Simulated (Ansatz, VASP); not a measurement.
# Cross-check of Mo (Mo(111)) between VASP and Ansatz

Aim: how closely do two programs agree when they are given the same cell, functional and k mesh?

Calculated with Ansatz 0.2.0; plane waves, with VASP 6.6.1 beside it; single point at PBEsol.

## Step 1: The starting structure

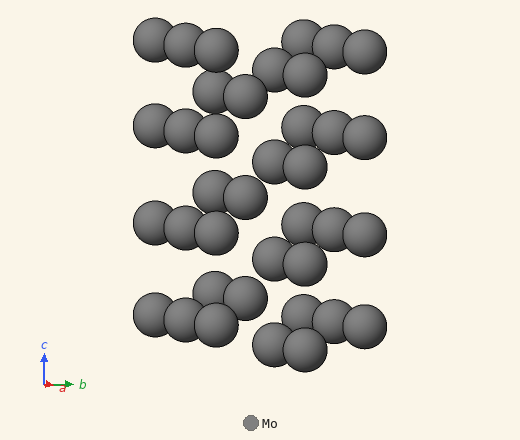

The cell as given, from the side, with the c axis up (molybdenum grey). 2×1×1 cells are drawn. Some periodic images of atoms are drawn too.

The cell holds 11 atoms: 11 Mo. Cell: a = 4.415 Å, b = 4.415 Å, c = 24.011 Å, α = 90.0°, β = 90.0°, γ = 60.0°. It derives from Mo. As first built, before any earlier steps moved the atoms: 11 layers of bcc Mo, cut at this functional's lattice. Vacuum lies along c.

As a file:

```xyz
11
Lattice="4.4147 0.0000 0.0000 2.2073 3.8232 0.0000 0.0000 0.0000 24.0115" Properties=species:S:1:pos:R:3
Mo    4.4147    2.5488    7.7779
Mo    0.0000    0.0000    8.4929
Mo    2.2073    1.2744    9.1620
Mo    4.4147    2.5488   10.1925
Mo    0.0000    0.0000   11.0825
Mo    2.2073    1.2744   12.0057
Mo    4.4147    2.5488   12.9290
Mo    0.0000    0.0000   13.8190
Mo    2.2073    1.2744   14.8494
Mo    4.4147    2.5488   15.5185
Mo    0.0000    0.0000   16.2336
```

## Step 2: VASP: single point, PBEsol

A single point gives forces, pressure and levels at one fixed geometry, so differences don't come from the geometry; what else differs is listed under the comparison.

Lines of VASP's logs that name or quote its potential files are left out, and so is its time.

File INCAR:

```
SYSTEM = Mo
PREC = Normal
ENCUT = 320
EDIFF = 1E-06
NELM = 120
ISMEAR = 1
SIGMA = 0.15
LREAL = .FALSE.
ALGO = Fast
GGA = PS
NBANDS = 44
LASPH = .TRUE.
LORBIT = 11
LWAVE = .FALSE.
LCHARG = .TRUE.
KPAR = 4
IDIPOL = 3
LDIPOL = .TRUE.
DIPOL = 0.5 0.5 0.5
LVHAR = .TRUE.
LVACPOTAV = .TRUE.
NEDOS = 1500
```

File POSCAR:

```
Mo
1.0
    4.4146963334      0.0000000000      0.0000000000
    2.2073481667      3.8232391747      0.0000000000
    0.0000000000      0.0000000000     24.0114611551
Mo
11
Direct
    0.6666666700      0.6666666700      0.3239230224
    0.0000000000      0.0000000000      0.3537025747
    0.3333333300      0.3333333300      0.3815685114
    0.6666666700      0.6666666700      0.4244830647
    0.0000000000      0.0000000000      0.4615502165
    0.3333333300      0.3333333300      0.5000000000
    0.6666666700      0.6666666700      0.5384497835
    0.0000000000      0.0000000000      0.5755169353
    0.3333333300      0.3333333300      0.6184314886
    0.6666666700      0.6666666700      0.6462974253
    0.0000000000      0.0000000000      0.6760769776
```

File KPOINTS:

```
Automatic mesh
0
Gamma
9 9 1
0 0 0
```

The projector-augmented-wave data sets are Mo (PBE family, release 64).

On the command line:

```bash
> mpirun -np 4 vasp_std
```

Numbers of over 12 decimals in the logs are rounded to 6 here.

What it wrote:

```text
[banner, memory and clock lines left out]
running    4 mpi-ranks, on    1 nodes
 distrk:  each k-point on    1 cores,    4 groups
 distr:  one band on    1 cores,    1 groups

 POSCAR found type information on POSCAR Mo
 POSCAR found :  1 types and      11 ions
|                                                                             |
|               ----> ADVICE to this user running VASP <----                  |
|                                                                             |
|     You enforced a specific xc type in the INCAR file but a different       |
|     [... a line on the potential file left out ...]
|     I HOPE YOU KNOW WHAT YOU ARE DOING!                                     |
|                                                                             |

 LDA part: xc-table for (Slater+PW92), standard interpolation
 POSCAR, INCAR and KPOINTS ok, starting setup
 FFT: planning ... GRIDC
 FFT: planning ... GRID_SOFT
 FFT: planning ... GRID
 WAVECAR not read
 entering main loop
       N       E                     dE             d eps       ncg     rms          rms(c)
DAV:   1     0.260320090291E+03    0.26032E+03   -0.20119E+04  1056   0.825E+02
DAV:   2    -0.960759432157E+02   -0.35640E+03   -0.32854E+03  1348   0.215E+02
DAV:   3    -0.131160189125E+03   -0.35084E+02   -0.33467E+02  1508   0.638E+01
DAV:   4    -0.133354877700E+03   -0.21947E+01   -0.21421E+01  1640   0.150E+01
DAV:   5    -0.133432262251E+03   -0.77385E-01   -0.76381E-01  1648   0.274E+00    0.496E+01
RMM:   6    -0.129193038844E+03    0.42392E+01   -0.57008E+01  1460   0.198E+01    0.220E+01
RMM:   7    -0.144992172736E+03   -0.15799E+02   -0.12327E+02  1684   0.262E+01    0.231E+01
RMM:   8    -0.122752801946E+03    0.22239E+02   -0.58619E+01  1387   0.204E+01    0.525E+00
RMM:   9    -0.123162691153E+03   -0.40989E+00   -0.12622E+01  1683   0.935E+00    0.373E+00
RMM:  10    -0.122947142974E+03    0.21555E+00   -0.87565E-01  1476   0.296E+00    0.264E+00
RMM:  11    -0.122805410708E+03    0.14173E+00   -0.58814E-01  1445   0.217E+00    0.180E+00
RMM:  12    -0.122836481286E+03   -0.31071E-01   -0.47880E-01  1637   0.178E+00    0.161E+00
RMM:  13    -0.122879753378E+03   -0.43272E-01   -0.21752E-01  1607   0.115E+00    0.170E+00
RMM:  14    -0.122801561802E+03    0.78192E-01   -0.70134E-02  1349   0.886E-01    0.851E-01
[...]
RMM:  24    -0.122795616123E+03   -0.41197E-04   -0.22898E-05  1446   0.142E-02    0.122E-02
RMM:  25    -0.122795693692E+03   -0.77568E-04   -0.37712E-05  1517   0.157E-02    0.579E-03
RMM:  26    -0.122795714816E+03   -0.21125E-04   -0.15263E-05  1364   0.921E-03    0.789E-03
RMM:  27    -0.122795753272E+03   -0.38456E-04   -0.30263E-06   936   0.585E-03    0.600E-03
RMM:  28    -0.122795775303E+03   -0.22031E-04   -0.11078E-05  1329   0.796E-03    0.385E-03
RMM:  29    -0.122795783026E+03   -0.77228E-05   -0.92289E-07   831   0.328E-03    0.263E-03
RMM:  30    -0.122795785689E+03   -0.26636E-05   -0.54549E-07   778   0.214E-03    0.133E-03
RMM:  31    -0.122795786175E+03   -0.48517E-06   -0.40307E-07   630   0.176E-03
|                                                                             |
|           W    W    AA    RRRRR   N    N  II  N    N   GGGG   !!!           |
|           W    W   A  A   R    R  NN   N  II  NN   N  G    G  !!!           |
|           W    W  A    A  R    R  N N  N  II  N N  N  G       !!!           |
|           W WW W  AAAAAA  RRRRR   N  N N  II  N  N N  G  GGG   !            |
|           WW  WW  A    A  R   R   N   NN  II  N   NN  G    G                |
|           W    W  A    A  R    R  N    N  II  N    N   GGGG   !!!           |
|                                                                             |
|     Did not find any points to average over, which means that no vacuum     |
|     field-free region was found. Please increase the size of  your cell     |
|     in the dimension of the dipole correction to obtain accurate            |
|     workfunction values.                                                    |
|                                                                             |

   1 F= -.12279579E+03 E0= -.12280165E+03  d E =0.176003E-01
```

Parts of OUTCAR (step 2):

```text
ion  position               nearest neighbor table
   1  0.667  0.667  0.324-   4 2.41   2 2.65   2 2.65   2 2.65   3 2.90   3 2.90   3 2.90
   2  0.000  0.000  0.354-   5 2.59   3 2.64   3 2.64   3 2.64   1 2.65   1 2.65   1 2.65   4 3.06
                             4 3.06   4 3.06
   3  0.333  0.333  0.382-   2 2.64   2 2.64   2 2.64   4 2.75   4 2.75   4 2.75   6 2.84   1 2.90
                             1 2.90   1 2.90   5 3.19   5 3.19   5 3.19
   4  0.667  0.667  0.424-   1 2.41   5 2.70   5 2.70   5 2.70   7 2.74   3 2.75   3 2.75   3 2.75
                             2 3.06   2 3.06   2 3.06   6 3.13   6 3.13   6 3.13
   5  0.000  0.000  0.462-   2 2.59   4 2.70   4 2.70   4 2.70   6 2.71   6 2.71   6 2.71   8 2.74
                             7 3.15   7 3.15   7 3.15   3 3.19   3 3.19   3 3.19
   6  0.333  0.333  0.500-   7 2.71   5 2.71   7 2.71   5 2.71   5 2.71   7 2.71   3 2.84   9 2.84
                             4 3.13   4 3.13   8 3.13   8 3.13   8 3.13   4 3.13
   7  0.667  0.667  0.538-  10 2.59   8 2.70   8 2.70   8 2.70   6 2.71   6 2.71   6 2.71   4 2.74
                             5 3.15   5 3.15   5 3.15   9 3.19   9 3.19   9 3.19
   8  0.000  0.000  0.576-  11 2.41   7 2.70   7 2.70   7 2.70   5 2.74   9 2.75   9 2.75   9 2.75
                            10 3.06  10 3.06  10 3.06   6 3.13   6 3.13   6 3.13
   9  0.333  0.333  0.618-  10 2.64  10 2.64  10 2.64   8 2.75   8 2.75   8 2.75   6 2.84  11 2.90
                            11 2.90  11 2.90   7 3.19   7 3.19   7 3.19
  10  0.667  0.667  0.646-   7 2.59   9 2.64   9 2.64   9 2.64  11 2.65  11 2.65  11 2.65   8 3.06
                             8 3.06   8 3.06
  11  0.000  0.000  0.676-   8 2.41  10 2.65  10 2.65  10 2.65   9 2.90   9 2.90   9 2.90

  LATTYP: Found a hexagonal cell.
 ALAT       =     4.4146963334
 C/A-ratio  =     5.4389836450

 Subroutine GETGRP returns: Found 12 space group operations
 (whereof  6 operations were pure point group operations)

The static configuration has the point symmetry C_3v.
 The point group associated with its full space group is D_3d.

 Found     12 irreducible k-points:

   k-points           NKPTS =     12   k-points in BZ     NKDIM =     12   number of bands    NBANDS=     44

   dimension x,y,z NGX =    20 NGY =   20 NGZ =  108
   dimension x,y,z NGXF=    40 NGYF=   40 NGZF=  216

   ENCUT  =  320.0 eV  23.52 Ry    4.85 a.u.   6.44  6.44 35.02*2*pi/ulx,y,z

   NELECT =      66.0000    total number of electrons

 k-points in reciprocal lattice and weights: Automatic mesh
   0.00000000  0.00000000  0.00000000       0.012
   0.11111111 -0.00000000  0.00000000       0.074
   0.22222222 -0.00000000  0.00000000       0.074
   0.33333333 -0.00000000  0.00000000       0.074
   0.44444444 -0.00000000  0.00000000       0.074
   0.22222222  0.11111111  0.00000000       0.074
   0.33333333  0.11111111  0.00000000       0.148
   0.44444444  0.11111111  0.00000000       0.148
  -0.44444444  0.11111111  0.00000000       0.074
   0.44444444  0.22222222  0.00000000       0.074
  -0.44444444  0.22222222  0.00000000       0.148
  -0.33333333  0.33333333  0.00000000       0.025

 dipolmoment           0.000000      0.000000     -0.000003 electrons x Angstroem

 average (electrostatic) potential at core
       1 -42.4722       2 -42.4542       3 -42.7128       4 -42.7188       5 -42.7889
       6 -42.6467       7 -42.7889       8 -42.7188       9 -42.7128      10 -42.4542
      11 -42.4722

 E-fermi :   0.4711

 k-point     1 :       0.0000    0.0000    0.0000
  band No.  band energies     occupation
    ...
     29      -0.7514      2.00000
     30      -0.6844      2.00000
     31      -0.6762      2.00000
     32      -0.6762      2.00000
     33      -0.5083      2.00000
     34       1.0031     -0.00001
     35       1.6786     -0.00000
     36       1.8151     -0.00000
     37       1.8151     -0.00000
     38       1.8653     -0.00000
    ...

 k-point     2 :       0.1111   -0.0000    0.0000
  band No.  band energies     occupation
    ...
     29      -0.6764      2.00000
     30      -0.6285      2.00000
     31      -0.5206      2.00000
     32      -0.3316      2.00000
     33      -0.2883      2.00000
     34       1.0324     -0.00000
     35       1.5253     -0.00000
     36       1.5627     -0.00000
     37       1.6611     -0.00000
     38       1.7615     -0.00000
    ...

 k-point     3 :       0.2222   -0.0000    0.0000
  band No.  band energies     occupation
    ...
     29      -0.4968      2.00000
     30      -0.2713      2.00000
     31      -0.1557      2.00000
     32       0.2220      2.04058
     33       0.3691      1.90543
     34       0.9448     -0.00008
     35       1.0048     -0.00001
     36       1.1850     -0.00000
     37       1.4409     -0.00000
     38       1.5071     -0.00000
    ...

  Total       -5.4774600     -5.4774600     -0.5784722     -0.0000000     -0.0000000      0.0000000
  in kB      -21.6540387    -21.6540387     -2.2868736     -0.0000000     -0.0000000      0.0000000
  external PRESSURE =     -15.1983170 kB  Pullay stress =       0.0000000 kB

  energy-cutoff  :      320.00
  volume of cell :      405.28
      direct lattice vectors                 reciprocal lattice vectors
     4.414696333  0.000000000  0.000000000     0.226516146 -0.130779158  0.000000000
     2.207348167  3.823239175  0.000000000     0.000000000  0.261558316  0.000000000
     0.000000000  0.000000000 24.011461155     0.000000000  0.000000000  0.041646778

 POSITION                                       TOTAL-FORCE (eV/Angst)
 -----------------------------------------------------------------------------------
      4.41470      2.54883      7.77787        -0.000000     -0.000000     -0.001958
      0.00000      0.00000      8.49292         0.000000      0.000000     -0.002816
      2.20735      1.27441      9.16202         0.000000      0.000000      0.006702
      4.41470      2.54883     10.19246         0.000000     -0.000000     -0.001641
      0.00000      0.00000     11.08250         0.000000     -0.000000      0.002361
      2.20735      1.27441     12.00573        -0.000000     -0.000000      0.000000
      4.41470      2.54883     12.92897        -0.000000     -0.000000     -0.002361
      0.00000      0.00000     13.81900        -0.000000     -0.000000      0.001641
      2.20735      1.27441     14.84944        -0.000000      0.000000     -0.006702
      4.41470      2.54883     15.51855        -0.000000     -0.000000      0.002816
      0.00000      0.00000     16.23360         0.000000      0.000000      0.001958
 -----------------------------------------------------------------------------------
    total drift:                               -0.000002     -0.000001     -0.000190

  FREE ENERGIE OF THE ION-ELECTRON SYSTEM (eV)
  ---------------------------------------------------
  free  energy   TOTEN  =      -122.7957861746 eV

  energy  without entropy=     -122.8133864496  energy(sigma->0) =     -122.80165293

 vacuum level on the upper side and lower side of the slab         4.585         4.585

 total charge
# of ion       s       p       d       tot
------------------------------------------
    1        0.523   0.324   4.452   5.299
    2        0.566   0.490   4.473   5.529
    3        0.516   0.536   4.352   5.404
    4        0.543   0.590   4.440   5.574
    5        0.538   0.575   4.376   5.489
    6        0.510   0.567   4.332   5.409
    7        0.538   0.575   4.376   5.489
    8        0.543   0.590   4.440   5.574
    9        0.516   0.536   4.352   5.404
   10        0.566   0.490   4.473   5.529
   11        0.523   0.324   4.452   5.299
--------------------------------------------------
tot          5.884   5.598  48.517  59.999

[... 3 further parts left out ...]
```

(Continued in part 2 of 2.)

[Lines on the potential files, build, host, timing and source positions are cut from VASP's logs without a mark.]

[Logs are printed without paths, hosts, clocks, repeated set-up lines and the standing remarks that a program may print on its own settings, such as how far it seeks lower states.]

[Hosts, paths, dates, database ids (printed as entryN), source tags and the programs' standing remarks are cut or masked in the printed files.]
